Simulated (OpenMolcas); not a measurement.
**C2H6Si (SMILES C[Si]C): levels of theory compared**

Wanted: a comparison of 6 runs (B3LYP/6-31G*, B2PLYP/6-311+G**, M06-L/6-311+G**, SVWN5/6-311+G**, r2SCAN/6-311+G**, revPBE/6-311+G**) of C2H6Si. 

The calculation is run with OpenMolcas 26.06.

1 further run of the same task is left out (set aside as unsound or not needed).

**1. The structure to begin with**

C2H6Si has 9 atoms, charge 0, and is taken as a singlet. SMILES: `C[Si]C`. The C3–H9 distance was set to 1.432 Å, away from the relaxed value.

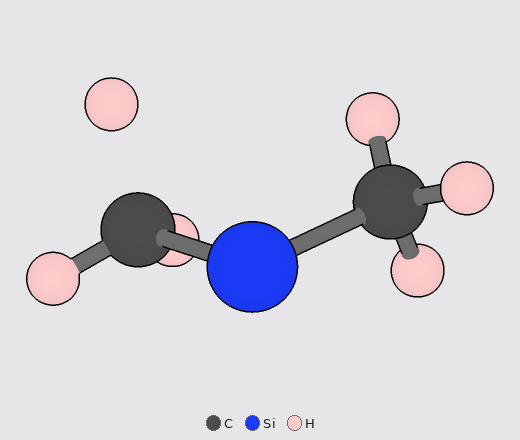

The structure, seen from a chosen angle (carbon dark grey, silicon blue, hydrogen pink).

**2. A single-point energy at B3LYP/6-31G(d) (Cartesian functions) (run 1)**

mol.input

```
&gateway
  baslib=$CurrDir
  coord
  9
  angstrom
  C       -0.655451       0.845610      -1.033597
  Si       0.768749      -0.401390      -1.141097
  C        0.473849      -1.271090       0.517703
  H       -1.558751       0.278710      -1.310497
  H       -0.567751       1.673310      -1.739297
  H       -0.831551       1.235010      -0.025697
  H       -0.583651      -1.394690       0.772703
  H        0.989849      -2.228290       0.609003
  H        1.028800      -0.397000       1.507100
  basis=6-31Gs
  group=NoSym

&seward
  gridinput
  Grid=UltraFine
  End of Grid

&scf
  ksdft=B3LYP
  thresholds=1e-10 1e-07 1e-07 1e-05
  prorbitals=1 2
```

The basis set 6-31G* is read from a file made from the Basis Set Exchange's data (not shown).

Launch:

```console
$ export MOLCAS_MEM=1860
$ pymolcas mol.input > mol.log
```

The program printed:

```text
--- Start Module: gateway ---
[...]
--- Stop Module: gateway /rc=_RC_ALL_IS_WELL_ ---
--- Start Module: seward ---
[...]
      Basis functions           61
--- Stop Module: seward /rc=_RC_ALL_IS_WELL_ ---
[...]
--- Start Module: scf ---
[...]
       Convergence after  13 Iterations
[...]
::    Total KS-DFT energy                            -369.2353247874
[...]
      Total spin, S                                     0.0000000000
[...]
      Total electronic charge=   32.000000
      Total            charge=   -0.000000
[...]
      Dipole Moment (debye):
      Origin of the operator (angstrom)=    0.3067   -0.2960   -0.6601
                   X= -1.1410E+00               Y=  9.8092E-02               Z=  9.2504E-01           Total=  1.4721E+00
      Quadrupole Moment (debye*angstrom):
[...]
--- Stop Module: scf /rc=_RC_ALL_IS_WELL_ ---
[...]
```

Wall time 22 s (1 thread of AMD EPYC 7R43 (Zen 3), shared host); peak memory 0.4 GiB.

**3. A single-point energy at B2PLYP/6-311+G(d,p) (run 2)**

input.xyz

```xyz
9

C     -0.655451     0.845610    -1.033597
Si     0.768749    -0.401390    -1.141097
C      0.473849    -1.271090     0.517703
H     -1.558751     0.278710    -1.310497
H     -0.567751     1.673310    -1.739297
H     -0.831551     1.235010    -0.025697
H     -0.583651    -1.394690     0.772703
H      0.989849    -2.228290     0.609003
H      1.028800    -0.397000     1.507100
```

run.input

```
* C2H6Si Kohn-Sham DFT

&gateway
 baslib
 $CurrDir
 coord
 input.xyz
 basis
 6-311pGss
 group
 NoSym

&seward
 gridinput
 Grid=UltraFine
 End of Grid

&scf
 ksdft
 B2PLYP_SCF
 thresholds
 1e-10 1e-07 1e-07 1e-05
 prorbitals
 1 1

&mbpt2
 frozen
 7
```

The basis set 6-311+G** is read from a file made from the Basis Set Exchange's data (not shown).

Launch:

```console
$ export MOLCAS_MEM=1860
$ pymolcas run.input > run.log
```

The program printed:

```text
--- Start Module: gateway ---
[...]
--- Stop Module: gateway /rc=_RC_ALL_IS_WELL_ ---
[...]
      Basis functions          110
[...]
--- Start Module: scf ---
[...]
       Convergence after  13 Iterations
[...]
::    Total KS-DFT energy                            -368.9015046117
[...]
      Total spin, S                                     0.0000000000
[...]
      Total electronic charge=   32.000000
      Total            charge=   -0.000000
[...]
      Dipole Moment (debye):
      Origin of the operator (angstrom)=    0.3067   -0.2960   -0.6601
                   X= -9.7507E-01               Y=  7.1961E-02               Z=  7.1805E-01           Total=  1.2131E+00
      Quadrupole Moment (debye*angstrom):
[...]
--- Stop Module: scf /rc=_RC_ALL_IS_WELL_ ---
[...]
--- Start Module: mbpt2 ---
[...]
 ###    WARNING: MP2 implementation intended for RHF references only         ###
 ###############################################################################
MBPT2 WARNING: Reference function according to RunFile:KS-DFT
I'll assume you know what you're doing and continue
WARNING!
Default frozen orbitals as non valence orbitals is overwritten by user input.
Default values:   4
[...]
       Reference weight ( Cref**2 )         =        0.79875
::    Total MBPT2 energy                             -369.3965131678
[...]
      Total MBPT2 calculations                           0.80      0.88
--- Stop Module: mbpt2 /rc=_RC_ALL_IS_WELL_ ---
[...]
```

It took 52 s on 1 thread of AMD EPYC 7R43 (Zen 3), shared host; peak memory 0.64 GiB.

Runs 3 to 5 aren't shown in full; the table further down has their settings and results.

**4. A single-point energy at revPBE/6-311+G(d,p) (run 6)**

test.inp

```
&gateway
  baslib=$CurrDir
  coord
  9
  angstrom
  C       -0.655451       0.845610      -1.033597
  Si       0.768749      -0.401390      -1.141097
  C        0.473849      -1.271090       0.517703
  H       -1.558751       0.278710      -1.310497
  H       -0.567751       1.673310      -1.739297
  H       -0.831551       1.235010      -0.025697
  H       -0.583651      -1.394690       0.772703
  H        0.989849      -2.228290       0.609003
  H        1.028800      -0.397000       1.507100
  basis=6-311pGss
  group=NoSym

&seward
  gridinput
  Grid=UltraFine
  End of Grid

&scf
  ksdft=revPBE
  thresholds=1e-10 1e-07 1e-07 1e-05
  prorbitals=1 2
```

The basis set 6-311+G** is read from a file made from the Basis Set Exchange's data (not shown).

Launch:

```console
$ export MOLCAS_MEM=1860
$ pymolcas test.inp > test.log
```

The program printed:

```text
--- Start Module: gateway ---
[...]
--- Stop Module: gateway /rc=_RC_ALL_IS_WELL_ ---
--- Start Module: seward ---
[...]
      Basis functions          110
--- Stop Module: seward /rc=_RC_ALL_IS_WELL_ ---
[...]
--- Start Module: scf ---
[...]
       Convergence after  14 Iterations
[...]
::    Total KS-DFT energy                            -369.1784181693
[...]
      Total spin, S                                     0.0000000000
[...]
      Total electronic charge=   32.000000
      Total            charge=   -0.000000
[...]
      Dipole Moment (debye):
      Origin of the operator (angstrom)=    0.3067   -0.2960   -0.6601
                   X= -1.0281E+00               Y=  1.2475E-01               Z=  8.5373E-01           Total=  1.3422E+00
      Quadrupole Moment (debye*angstrom):
[...]
--- Stop Module: scf /rc=_RC_ALL_IS_WELL_ ---
[...]
```

Wall time 56 s (1 thread of AMD EPYC 7R43 (Zen 3), shared host); peak memory 0.65 GiB.

**5. All runs side by side**

```csv
run,level,Cartesian functions,frozen core orbitals,energy (Eh),dipole moment (D),HOMO energy (eV),LUMO energy (eV),wall time
1,B3LYP/6-31G* (Cartesian functions),yes,–,-369.235325,1.47,-5.63,-2.15,22 s
2,B2PLYP/6-311+G**,no,7,-369.035157,1.21,-6.91,-1.00,52 s
3,M06-L/6-311+G**,no,–,-369.237642,1.21,-5.10,-2.75,71 s
4,SVWN5/6-311+G**,no,–,-367.337235,1.40,-5.07,-3.18,41 s
5,r2SCAN/6-311+G**,no,–,-369.174597,1.41,-5.19,-2.90,68 s
6,revPBE/6-311+G**,no,–,-369.178418,1.34,-5.00,-2.99,56 s
```

**6. What came out**

```
            quantity          value
 run 6: total energy  -369.17842 Eh
run 6: dipole moment         1.34 D
  run 6: HOMO energy       -5.00 eV
  run 6: LUMO energy       -2.99 eV
run 6: HOMO–LUMO gap        2.01 eV
```

In words: The dipole moment (its size) runs from 1.21 D (B2PLYP/6-311+G**) to 1.47 D (B3LYP/6-31G*). The two ends differ in method and basis. A double hybrid's value is that of its SCF part. The HOMO–LUMO gap runs from 1.89 eV (SVWN5/6-311+G**) to 5.91 eV (B2PLYP/6-311+G**). For B2PLYP the log adds the whole second-order term; the table takes 0.27 of it, as the functional is defined. Totals of different functionals can't be ranked against each other. All runs together took 5.2 min, the longest 71 s.
